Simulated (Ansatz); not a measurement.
# FH₅Si₂···H₂: what the fields show

```xyz
10

Si   -0.4819   -0.1312   -0.4753
H    -0.0425    0.3048    2.1295
F     0.9279    0.2357    0.2887
H    -0.5937    0.8535   -1.5811
H    -0.2966   -1.4888   -1.0429
Si   -2.3546   -0.0336    0.7953
H    -3.4564   -0.2762   -0.1859
H    -2.4227   -1.0880    1.8367
H    -2.5583    1.3069    1.4019
H    -0.4954    0.3170    2.6772
```

Not at a stationary point (largest force 1.7 eV/Å).

All numbers below come from RHF/cc-pVDZ in Ansatz.

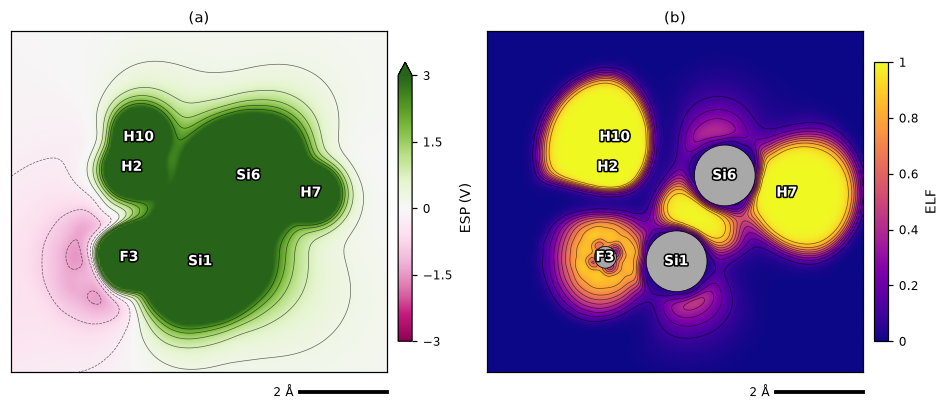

Figure 1. (a) electrostatic potential; (b) ELF on the plane of atoms Si1, Si6 and H7. Grey discs cover the atomic cores in the ELF map.

Interpret the plot.

Answer. Atoms in the plane: Si, H and F. F3···H2 (2.08 Å): the ELF dips to about 0.05 between them. Si–F (1.64 Å): the ELF peaks at about 0.85 in the valence shell of F, 0.6 Å from its nucleus, and is about 0.50 at the midpoint. Si–Si (2.27 Å): the ELF peaks at about 1 between the atoms (a covalent bond). H–H (0.71 Å): the ELF peaks at about 1 between the atoms: an ordinary covalent bond to hydrogen. Si–H (1.50 Å): the ELF climbs to about 1 towards the hydrogen, as it does in any bond to H. The ELF also peaks beside F3, away from the bonds: lone-pair regions. Outside the dense part of the complex the potential is most negative (−1.5 V) near F3.

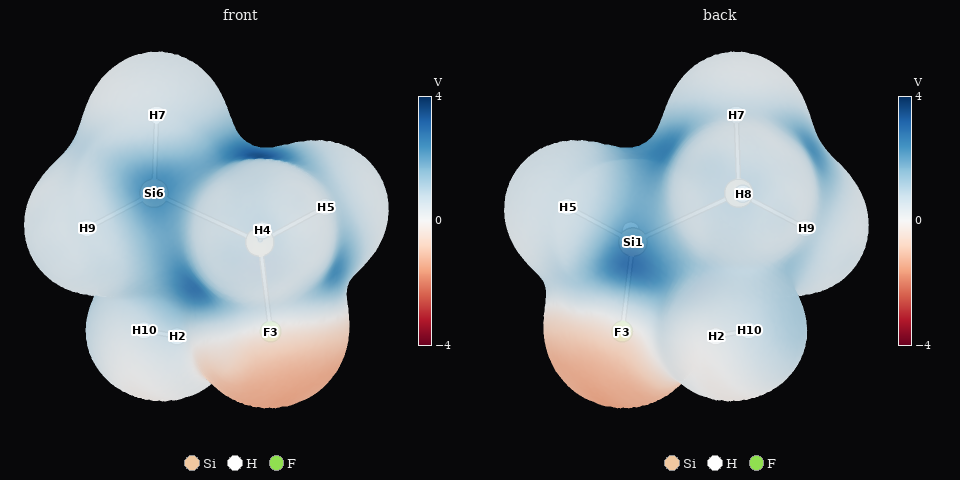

Figure 2. The electrostatic potential painted on the density surface at 0.004 e/bohr³, seen from the front and from behind; red is negative and blue positive.

Which sites attract a positive test charge, and which a negative one?

Answer. A positive charge is drawn to the negative regions and a negative charge to the positive ones. The most negative region (about −1.4 V) lies over F3, the most positive (about +3.2 V) over Si1.

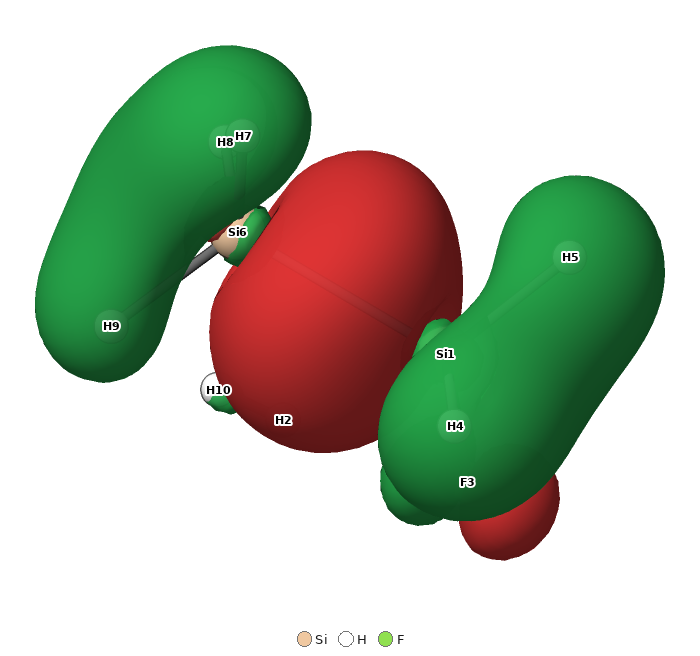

Figure 3. The HOMO at ±0.08 Å⁻³ᐟ² (green and red are the two phases), seen at an oblique angle.

Describe this orbital and give its energy.

Answer. By Hirshfeld shares it lies mainly on Si1 (about 35 %), Si6 (about 35 %), H4 (about 5 %) and H5 (about 5 %). Its energy is −11.50 eV.
